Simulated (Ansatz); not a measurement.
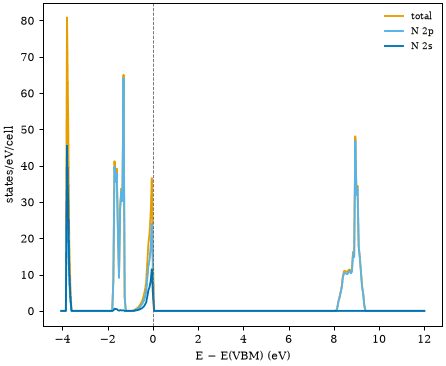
*Total and projected density of states of N (α-N2, space group No. 205), r²SCAN+D4 in the plane-wave PAW code Ansatz*

Question: Which orbitals carry the states next to the gap?

Answer: Top 1 eV of the valence band: N 2p 66 %, N 2s 31 %. Bottom 1 eV of the conduction band: N 2p 96 %. Projections are on Löwdin-orthogonalised atomic valence shells; empty p or d shells of many metals are not among them.

Space group Pa-3 (α-N2). The cell was relaxed with r²SCAN+D4 under the symmetry of its start. The substance is a gas or liquid at ambient conditions; this is its low-temperature solid.

Potentials: the later of the program's two PAW sets.
